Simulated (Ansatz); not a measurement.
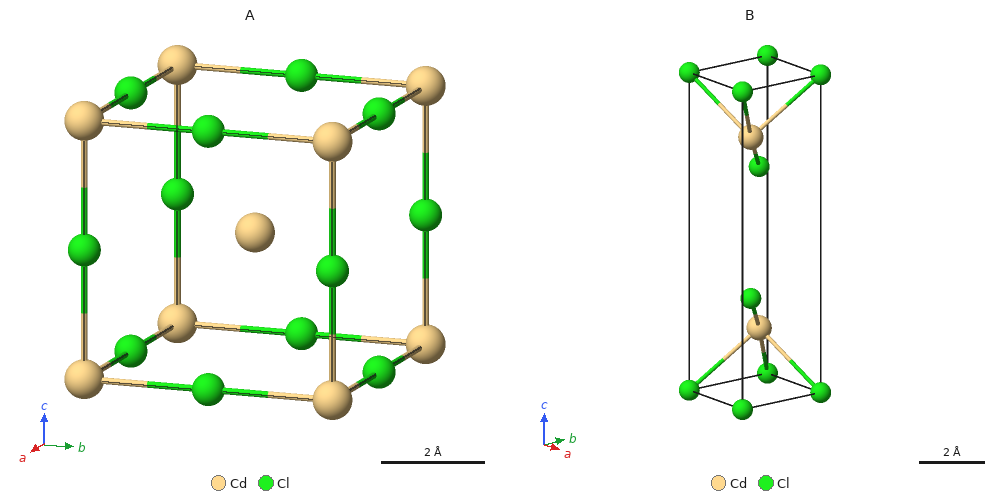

Two structures of Cd2Cl3, each relaxed to rest (conventional cells in solid outline, small ones repeated, not to one scale). Method: Ansatz, DFT PBE, scalar-relativistic, plane waves, PAW, without spin polarisation.

### Describe A and B.

A: 5 atoms a cell on a primitive cubic lattice, Pm-3m. B: 5 atoms a cell on a primitive hexagonal lattice, P-3m1.

### Which is the more stable form at this level of theory?

B is lower, by 123 meV/atom at this level of theory (energies at zero smearing). Volumes: A 28.0, B 28.8 Å³/atom.

One or both may be structure types tried for this composition rather than known phases.
